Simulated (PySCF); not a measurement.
# C₂H₅FS₂Si: NMR shifts at several levels of theory, part 2 of 2

PySCF 2.14.0. Atoms count from 0. The steps go on from the part before.

## 8. NMR shieldings: PBE0/aug-cc-pVDZ

What the job is given:

```
{"job": {"kind": "nmr", "xc": "PBE0", "basis": "aug-cc-pVDZ", "pop": true}, "charge": 0, "multiplicity": 1}
C     -2.008275     0.055970    -0.403918
C     -1.242132    -0.746555     0.338073
S      0.403892    -1.284767    -0.052460
Si     1.199760     0.524896    -0.842821
F      0.573357     0.876816    -2.302439
S      3.294856     0.212835    -1.075373
H     -1.682594     0.456546    -1.367907
H     -3.004752     0.332557    -0.049838
H     -1.603302    -1.158058     1.286174
H      0.843578     1.679986     0.012824
H      3.266435    -0.976092    -0.434234
```

With the program's defaults for keys left out, this is: GIAO PBE0/aug-cc-pVDZ NMR shielding, non-relativistic, gas phase.

Output:

```text
coarse grid: 11232 points
cycle   1  E = -1264.3863461608  dE =  5.850e-01  |g| = 5.536e-01  |ddm| = 7.737e+00
cycle   2  E = -1264.3105370134  dE =  7.581e-02  |g| = 8.734e-01  |ddm| = 2.383e+00
cycle   3  E = -1264.4499431913  dE = -1.394e-01  |g| = 7.844e-02  |ddm| = 1.249e+00
cycle   4  E = -1264.4513661728  dE = -1.423e-03  |g| = 2.499e-02  |ddm| = 2.327e-01
cycle   5  E = -1264.4515196426  dE = -1.535e-04  |g| = 1.041e-02  |ddm| = 7.157e-02
cycle   6  E = -1264.4515512682  dE = -3.163e-05  |g| = 2.912e-03  |ddm| = 2.098e-02
cycle   7  E = -1264.4515532575  dE = -1.989e-06  |g| = 8.454e-04  |ddm| = 5.898e-03
final grid: 96304 points
cycle   8  E = -1264.4670374109  dE = -1.439e-05  |g| = 7.137e-03  |ddm| = 1.136e-01
cycle   9  E = -1264.4670271616  dE =  1.025e-05  |g| = 9.142e-03  |ddm| = 3.879e-02
cycle  10  E = -1264.4670520185  dE = -2.486e-05  |g| = 8.027e-04  |ddm| = 2.120e-02
cycle  11  E = -1264.4670522040  dE = -1.856e-07  |g| = 2.198e-04  |ddm| = 1.844e-03
cycle  12  E = -1264.4670522152  dE = -1.121e-08  |g| = 8.155e-05  |ddm| = 4.627e-04
cycle  13  E = -1264.4670522169  dE = -1.696e-09  |g| = 2.198e-05  |ddm| = 1.745e-04
cycle  14  E = -1264.4670522171  dE = -1.385e-10  |g| = 6.995e-06  |ddm| = 5.212e-05
converged SCF energy = -1264.4670522171

GIAO shielding tensors (ppm)
atom      isotropic    diamagn.    paramagn.     s11        s22        s33       span
  0 C       72.499     220.491    -147.992    -32.387     82.835    167.049    199.436
  1 C       63.681     211.453    -147.772    -37.404     72.903    155.544    192.948
  2 S      554.835    1050.621    -495.786    424.208    526.677    713.621    289.413
  3 Si     401.172     876.890    -475.718    366.773    407.146    429.596     62.823
  4 F      320.931     475.034    -154.102    298.816    320.150    343.827     45.011
  5 S      715.380    1052.895    -337.516    621.641    695.325    829.173    207.532
  6 H       25.152      33.764      -8.612     22.280     23.276     29.900      7.620
  7 H       25.580      36.661     -11.081     22.904     24.662     29.174      6.270
  8 H       24.679      38.156     -13.476     21.420     24.644     27.975      6.556
  9 H       25.214      22.581       2.634     21.990     23.030     30.624      8.634
 10 H       30.543      29.957       0.585     22.112     30.043     39.472     17.360
```

Wall time 12 s (1 thread of AMD EPYC 9R45, shared host); peak memory 0.95 GiB.

Key values: δ C1 131.4, C0 122.6, S2 3, S5 -158, H8 6.72, H6 6.24 ppm.

## 9. Shielding tensors: PBE0/IGLO-III

The job, as its differences from that of step 8:

```diff
@@ -1,2 +1,2 @@
-{"job": {"kind": "nmr", "xc": "PBE0", "basis": "aug-cc-pVDZ", "pop": true}, "charge": 0, "multiplicity": 1}
+{"job": {"kind": "nmr", "xc": "PBE0", "basis": "IGLO-III", "pop": true}, "charge": 0, "multiplicity": 1}
 C     -2.008275     0.055970    -0.403918
```

With the program's defaults for keys left out, this is: GIAO PBE0/IGLO-III NMR shielding, non-relativistic, gas phase.

Output:

```text
coarse grid: 11232 points
cycle   1  E = -1264.4682232647  dE =  4.531e-01  |g| = 6.469e-01  |ddm| = 2.634e+00
cycle   2  E = -1264.3781403217  dE =  9.008e-02  |g| = 9.952e-01  |ddm| = 8.009e-01
cycle   3  E = -1264.5368959411  dE = -1.588e-01  |g| = 9.941e-02  |ddm| = 4.626e-01
cycle   4  E = -1264.5384748153  dE = -1.579e-03  |g| = 4.208e-02  |ddm| = 1.340e-01
cycle   5  E = -1264.5388347330  dE = -3.599e-04  |g| = 1.109e-02  |ddm| = 4.234e-02
cycle   6  E = -1264.5388598656  dE = -2.513e-05  |g| = 5.313e-03  |ddm| = 1.105e-02
cycle   7  E = -1264.5388660628  dE = -6.197e-06  |g| = 1.432e-03  |ddm| = 3.124e-03
final grid: 96304 points
cycle   8  E = -1264.5496909455  dE = -7.538e-05  |g| = 9.534e-03  |ddm| = 3.561e-02
cycle   9  E = -1264.5496786909  dE =  1.225e-05  |g| = 1.079e-02  |ddm| = 1.530e-02
cycle  10  E = -1264.5497055916  dE = -2.690e-05  |g| = 1.921e-03  |ddm| = 9.804e-03
cycle  11  E = -1264.5497064533  dE = -8.618e-07  |g| = 5.286e-04  |ddm| = 1.596e-03
cycle  12  E = -1264.5497065147  dE = -6.136e-08  |g| = 1.776e-04  |ddm| = 4.023e-04
cycle  13  E = -1264.5497065220  dE = -7.263e-09  |g| = 4.646e-05  |ddm| = 1.250e-04
cycle  14  E = -1264.5497065225  dE = -5.048e-10  |g| = 1.158e-05  |ddm| = 3.615e-05
converged SCF energy = -1264.5497065225

GIAO shielding tensors (ppm)
atom      isotropic    diamagn.    paramagn.     s11        s22        s33       span
  0 C       51.575     256.296    -204.721    -63.605     64.460    153.870    217.476
  1 C       43.535     248.446    -204.911    -68.635     55.488    143.752    212.388
  2 S      499.977    1061.144    -561.167    352.438    471.728    675.764    323.327
  3 Si     336.913     882.595    -545.683    299.784    340.627    370.327     70.543
  4 F      298.607     472.605    -173.997    271.474    289.794    334.554     63.080
  5 S      672.509    1058.097    -385.589    565.618    644.649    807.259    241.640
  6 H       25.175      32.421      -7.246     22.347     23.299     29.879      7.532
  7 H       25.686      29.528      -3.842     23.027     24.738     29.293      6.266
  8 H       24.796      30.442      -5.646     21.389     24.858     28.141      6.752
  9 H       25.374      29.442      -4.068     22.367     23.404     30.350      7.983
 10 H       30.367      32.098      -1.731     21.977     29.618     39.507     17.530
```

It took 19 s on 1 thread of AMD EPYC 9R45, shared host; peak memory 1.1 GiB.

In short: δ C1 140.2, C0 132.2, S2 19, S5 -154, H8 6.58, H6 6.20 ppm.

## 10. Nuclear shieldings: PBE0/pcSseg-0

The job, as its differences from that of step 9:

```diff
@@ -1,2 +1,2 @@
-{"job": {"kind": "nmr", "xc": "PBE0", "basis": "IGLO-III", "pop": true}, "charge": 0, "multiplicity": 1}
+{"job": {"kind": "nmr", "xc": "PBE0", "basis": "pcSseg-0", "pop": true}, "charge": 0, "multiplicity": 1}
 C     -2.008275     0.055970    -0.403918
```

Method: GIAO PBE0/pcSseg-0 NMR shielding, non-relativistic, gas phase.

Output:

```text
coarse grid: 11232 points
cycle   1  E = -1262.5601542728  dE =  5.376e-01  |g| = 5.956e-01  |ddm| = 3.510e+00
cycle   2  E = -1262.4965709754  dE =  6.358e-02  |g| = 8.985e-01  |ddm| = 1.979e+00
cycle   3  E = -1262.6447393075  dE = -1.482e-01  |g| = 9.500e-02  |ddm| = 1.105e+00
cycle   4  E = -1262.6470898539  dE = -2.351e-03  |g| = 2.793e-02  |ddm| = 1.934e-01
cycle   5  E = -1262.6472850573  dE = -1.952e-04  |g| = 1.022e-02  |ddm| = 4.795e-02
cycle   6  E = -1262.6473100181  dE = -2.496e-05  |g| = 2.799e-03  |ddm| = 1.266e-02
cycle   7  E = -1262.6473120585  dE = -2.040e-06  |g| = 4.923e-04  |ddm| = 3.672e-03
final grid: 96304 points
cycle   8  E = -1262.7220543310  dE = -1.270e-05  |g| = 6.589e-03  |ddm| = 2.397e-02
cycle   9  E = -1262.7220472160  dE =  7.115e-06  |g| = 8.824e-03  |ddm| = 1.851e-02
cycle  10  E = -1262.7220636441  dE = -1.643e-05  |g| = 7.597e-04  |ddm| = 1.124e-02
cycle  11  E = -1262.7220637497  dE = -1.056e-07  |g| = 1.635e-04  |ddm| = 1.028e-03
cycle  12  E = -1262.7220637565  dE = -6.818e-09  |g| = 6.731e-05  |ddm| = 2.952e-04
cycle  13  E = -1262.7220637576  dE = -1.113e-09  |g| = 1.894e-05  |ddm| = 9.092e-05
cycle  14  E = -1262.7220637577  dE = -1.121e-10  |g| = 3.978e-06  |ddm| = 3.251e-05
converged SCF energy = -1262.7220637577

GIAO shielding tensors (ppm)
atom      isotropic    diamagn.    paramagn.     s11        s22        s33       span
  0 C       55.862     258.518    -202.656    -60.967     65.453    163.099    224.065
  1 C       51.661     266.007    -214.346    -61.386     61.417    154.951    216.337
  2 S      578.979    1058.146    -479.167    462.716    547.633    726.588    263.872
  3 Si     301.827     876.404    -574.577    245.836    308.475    351.171    105.335
  4 F      343.897     473.756    -129.859    303.496    331.854    396.341     92.845
  5 S      728.350    1055.945    -327.596    624.126    731.605    829.318    205.192
  6 H       26.859      30.185      -3.325     23.824     25.232     31.522      7.699
  7 H       26.766      28.479      -1.714     24.133     25.980     30.183      6.050
  8 H       26.670      30.560      -3.891     22.917     26.776     30.317      7.400
  9 H       26.542      28.735      -2.193     23.042     23.350     33.235     10.193
 10 H       31.992      30.165       1.826     23.818     31.524     40.634     16.816
```

Run time: 3.3 s. Hardware: 1 thread of AMD EPYC 9R45, shared host; peak memory 0.47 GiB.

This run: δ C1 141.9, C0 137.7, S2 -64, S5 -213, H9 6.29, H8 6.16 ppm.

## 11. Shielding tensors: PBE0/pcSseg-2

The job, as its differences from that of step 10:

```diff
@@ -1,2 +1,2 @@
-{"job": {"kind": "nmr", "xc": "PBE0", "basis": "pcSseg-0", "pop": true}, "charge": 0, "multiplicity": 1}
+{"job": {"kind": "nmr", "xc": "PBE0", "basis": "pcSseg-2", "pop": true}, "charge": 0, "multiplicity": 1}
 C     -2.008275     0.055970    -0.403918
```

With the program's defaults for keys left out, this is: GIAO PBE0/pcSseg-2 NMR shielding, non-relativistic, gas phase.

Output:

```text
coarse grid: 11232 points
cycle   1  E = -1264.4917069256  dE =  5.198e-01  |g| = 6.223e-01  |ddm| = 2.566e+00
cycle   2  E = -1264.4048202252  dE =  8.689e-02  |g| = 9.790e-01  |ddm| = 9.119e-01
cycle   3  E = -1264.5612877764  dE = -1.565e-01  |g| = 8.797e-02  |ddm| = 5.619e-01
cycle   4  E = -1264.5627554971  dE = -1.468e-03  |g| = 3.512e-02  |ddm| = 9.771e-02
cycle   5  E = -1264.5629955442  dE = -2.400e-04  |g| = 1.018e-02  |ddm| = 4.112e-02
cycle   6  E = -1264.5630170519  dE = -2.151e-05  |g| = 4.847e-03  |ddm| = 1.493e-02
cycle   7  E = -1264.5630222741  dE = -5.222e-06  |g| = 1.345e-03  |ddm| = 3.904e-03
final grid: 96304 points
cycle   8  E = -1264.5748908418  dE = -6.276e-05  |g| = 7.946e-03  |ddm| = 2.821e-02
cycle   9  E = -1264.5748793086  dE =  1.153e-05  |g| = 1.009e-02  |ddm| = 1.386e-02
cycle  10  E = -1264.5749047629  dE = -2.545e-05  |g| = 1.231e-03  |ddm| = 9.069e-03
cycle  11  E = -1264.5749050938  dE = -3.310e-07  |g| = 3.749e-04  |ddm| = 1.201e-03
cycle  12  E = -1264.5749051236  dE = -2.982e-08  |g| = 1.435e-04  |ddm| = 3.857e-04
cycle  13  E = -1264.5749051285  dE = -4.862e-09  |g| = 3.192e-05  |ddm| = 1.425e-04
cycle  14  E = -1264.5749051287  dE = -2.342e-10  |g| = 9.228e-06  |ddm| = 2.897e-05
converged SCF energy = -1264.5749051287

GIAO shielding tensors (ppm)
atom      isotropic    diamagn.    paramagn.     s11        s22        s33       span
  0 C       50.244     254.866    -204.622    -66.290     62.878    154.143    220.434
  1 C       43.088     253.306    -210.218    -69.716     54.420    144.560    214.276
  2 S      499.070    1060.418    -561.348    353.107    465.044    679.059    325.953
  3 Si     329.662     877.894    -548.233    292.566    333.618    362.801     70.235
  4 F      298.809     469.921    -171.112    272.274    290.133    334.018     61.744
  5 S      669.117    1056.325    -387.208    560.888    637.907    808.557    247.669
  6 H       25.140      31.966      -6.826     22.312     23.235     29.875      7.563
  7 H       25.475      29.604      -4.129     22.788     24.460     29.176      6.388
  8 H       24.680      30.113      -5.433     21.279     24.766     27.997      6.718
  9 H       25.435      30.387      -4.952     22.420     23.455     30.432      8.012
 10 H       30.083      30.959      -0.877     21.929     29.413     38.905     16.976
```

Run time: 26 s. Hardware: 1 thread of AMD EPYC 9R45, shared host; peak memory 1.3 GiB.

In short: δ C1 141.0, C0 133.9, S2 4, S5 -166, H8 6.56, H6 6.10 ppm.

## 12. Comparing the runs: NMR shifts

Shifts (ppm) of some atoms, chosen among heavy atoms and hydrogens apart, with basis size and wall time:

```
               run     C1    H8    H9   S2    S5   Si3      F4  functions   time
       PBE0/6-31G*  122.5  6.16  5.96  -12  -145  42.6  -114.0        106  5.5 s
PBE0/6-311+G(2d,p)  135.7  6.55  6.19   12  -159  14.2  -127.6        216   13 s
     PBE0/def2-SVP  128.8  6.00  5.66   -9  -155  18.8   -99.7        121  5.8 s
    PBE0/def2-TZVP  136.5  6.53  6.09    7  -167  10.0  -118.0        234   16 s
      PBE0/cc-pVDZ  130.2  6.18  5.74  -14  -166  20.9  -114.1        121  6.2 s
      PBE0/cc-pVTZ  135.9  6.51  5.92   -3  -165  13.5  -120.8        262   18 s
  PBE0/aug-cc-pVDZ  131.4  6.72  6.18    3  -158  15.5  -126.8        195   12 s
     PBE0/IGLO-III  140.2  6.58  6.00   19  -154   8.4  -124.0        287   19 s
     PBE0/pcSseg-0  141.9  6.16  6.29  -64  -213  46.7  -165.5         76  3.3 s
     PBE0/pcSseg-2  141.0  6.56  5.81    4  -166  11.6  -123.0        307   26 s
```

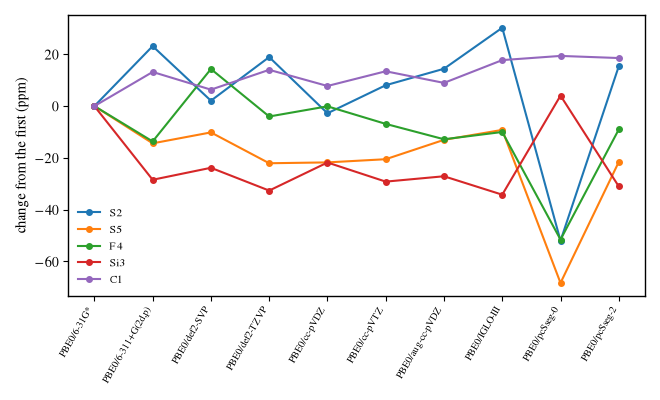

How five of the tabulated atoms move from run to run.

## 13. What came out

What follows sums up all 2 parts.

```
                              quantity                             value
  13C shifts against TMS (PBE0/6-31G*)                  122.5, 119.7 ppm
   1H shifts against TMS (PBE0/6-31G*)  6.16, 5.96, 5.76, 5.53, 0.71 ppm
  33S shifts against CS2 (PBE0/6-31G*)                     -12, -145 ppm
 29Si shifts against TMS (PBE0/6-31G*)                          42.6 ppm
19F shifts against CFCl3 (PBE0/6-31G*)                        -114.0 ppm
              range of the shift of S2                     -64 to 19 ppm
```

In words: Single values in the summary come from the first sound run of each kind (PBE0/6-31G*), which need not be the best level. At PBE0/6-31G*: The widest tensor belongs to S2: span 303 ppm, with a paramagnetic part of -503 ppm. In ppm, S2 moves most: its shift spreads over 82 ppm, from -64 (PBE0/pcSseg-0) to 19 (PBE0/IGLO-III).
